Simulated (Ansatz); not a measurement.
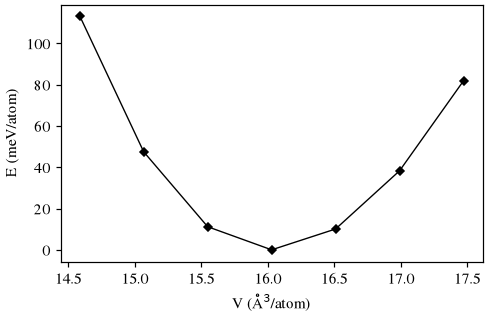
Figure: MoRu (rock salt, Fm-3m) under volume change, the program Ansatz at the PBEsol level (PAW), scaled uniformly.

Question: What does a third-order Birch–Murnaghan fit give for V₀, B₀ and B′?

Answer: V₀ = 16.03 Å³/atom, B₀ = 236 GPa, B′ = 4.4.

The start of the workflow was typed in or built on a structure type; neither database checked (COD, Materials Project) lists it. Whether it is the stable phase at ambient conditions was not checked. Symmetry was held in the PBEsol relaxation. At this level the phase is mechanically unstable. The run is not spin-polarised. Its formation energy is positive at this level, so the cell may be metastable or incomplete.

Potentials: the later of the program's two PAW sets.
